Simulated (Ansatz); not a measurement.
# SnH3Cl (SnClH3): r2SCAN0/STO-3G

What is the energy change on altering one bond length of SnH3Cl (SnClH3) at r2SCAN0/STO-3G? 

The results are computed with Ansatz 0.2.0.

58 further runs of the same task are left out: 6 that didn't finish, 52 set aside as unsound or not needed.

## (1) Starting point

The species is SnH3Cl (5 atoms), meant as a singlet with charge 0. As SMILES, `[H][Sn]([H])([H])[Cl]`. The shape comes from GFN2-xTB, which is rough for such elements, and wasn't checked as a minimum.

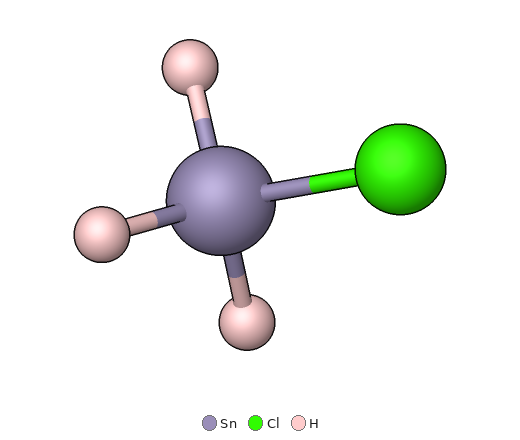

The structure, seen from a chosen angle (tin purple, chlorine green, hydrogen pink).

## (2) The energy at r2SCAN0/STO-3G

Input file job.yaml:

```yaml
basis:
  gaussian:
    orbitals: STO-3G
crystal:
  periodic: [false, false, false]
  atoms:
    - {symbol: Sn, position_ang: [-0.000010, 0.000870, -0.142560]}
    - {symbol: Cl, position_ang: [0.011570, -0.019280, 2.138020]}
    - {symbol: H, position_ang: [1.586650, 0.010950, -0.675080]}
    - {symbol: H, position_ang: [-0.803020, 1.380470, -0.647070]}
    - {symbol: H, position_ang: [-0.795190, -1.373000, -0.673310]}
hamiltonian:
  xc: {name: r2SCAN0}
accuracy: high
```

Launch:

```sh
$ ansatz run job.yaml --threads 1 --pin off --max-ram 2610MiB --events-out events.jsonl --progress --plain --runs-dir runs
```

The log of the run:

```text
Warning: RAYON_NUM_THREADS=1 ignored (pool sized by the plan → 1); use --threads N
Functional definition: r2SCAN0
  name "r2SCAN0"
  parameter a = 0.25
  parameter k0 = 0.174
  parameter k1 = 0.065
  parameter a1 = 4.9479
  exchange = (1 - a)*r2scan_x(k0 = k0, k1 = k1, a1 = a1) + a*exact_x
  correlation = r2scan_c
713 factors; integrals over basis functions are off by at most 4.9e-9 eV
mean field evaluation 1: about -174769.3447 eV, gradient 1.1e1 eV
mean field evaluation 2: about -174769.9542 eV, gradient 4.7e0 eV
mean field evaluation 4: about -174770.0737 eV, gradient 1.3e-1 eV
mean field evaluation 8: about -174770.0469 eV, gradient 3.0e-3 eV
mean field evaluation 16: about -174770.0469 eV, gradient 5.0e-9 eV
mean field -174770.04686030 eV, -6422.6807587234 hartree, gradient 5.0e-9 eV, S^2 0.000000; 0 other end points of the search recorded, 0 dependent functions left out
reference -174770.04686060 eV, -6422.6807587345 hartree; 35, 35 occupied and 4, 4 virtual orbitals, 713 factors
Total energy: -174770.04686060 eV, -6422.6807587345 hartree
```

It took 5.7 s on 1 thread of Arm Neoverse V1, shared host; peak memory 0.17 GiB.

## (3) The distorted shape at the same level

Input file input.yaml:

```yaml
crystal:
  periodic: [false, false, false]
  atoms:
    - symbol: Sn
      position_ang: [0.198776, 0.344321, -0.009879]
    - symbol: Cl
      position_ang: [0.210356, 0.324171, 2.270701]
    - symbol: H
      position_ang: [1.785436, 0.354401, -0.542399]
    - symbol: H
      position_ang: [-0.604234, 1.723921, -0.514389]
    - symbol: H
      position_ang: [-0.795190, -1.373000, -0.673310]
basis:
  gaussian:
    orbitals: STO-3G
hamiltonian:
  xc: {name: r2SCAN0}
accuracy: high
```

Launch:

```sh
$ ansatz run input.yaml --threads 1 --pin off --max-ram 2610MiB --events-out events.jsonl --progress --plain --runs-dir runs
```

The log of the run (excerpt; [...] marks lines left out):

```text
Warning: RAYON_NUM_THREADS=1 ignored (pool sized by the plan → 1); use --threads N
[... 8 set-up lines as earlier in the session ...]
712 factors; integrals over basis functions are off by at most 4.9e-9 eV
mean field evaluation 1: about -174767.9718 eV, gradient 1.2e1 eV
mean field evaluation 2: about -174768.6074 eV, gradient 6.9e0 eV
mean field evaluation 4: about -174768.8786 eV, gradient 7.5e-2 eV
mean field evaluation 8: about -174768.8359 eV, gradient 3.2e-3 eV
mean field -174768.83591550 eV, -6422.6362573227 hartree, gradient 3.9e-8 eV, S^2 0.000000; 0 other end points of the search recorded, 0 dependent functions left out
reference -174768.83591581 eV, -6422.6362573343 hartree; 35, 35 occupied and 4, 4 virtual orbitals, 712 factors
Total energy: -174768.83591581 eV, -6422.6362573343 hartree
```

It took 5.1 s on 1 thread of Arm Neoverse V1, shared host; peak memory 0.17 GiB.

## (4) What came out

At r2SCAN0/STO-3G:

| quantity | value |
| --- | --- |
| first shape: total energy | -6422.68076 Eh |
| distorted shape: total energy | -6422.63626 Eh |
| energy change with the Sn1–H5 bond stretched from 1.674 to 2.092 Å | 1.211 eV |

What this shows: With the Sn1–H5 bond stretched from 1.674 to 2.092 Å the energy rises by 1.21 eV (28 kcal/mol). The first shape isn't relaxed at this level, so the change isn't measured from a minimum. The minimal basis adds a large error of its own. Relativity is left out (first shape) although the molecule holds a heavy atom. Relativity is left out (distorted shape) although the molecule holds a heavy atom.
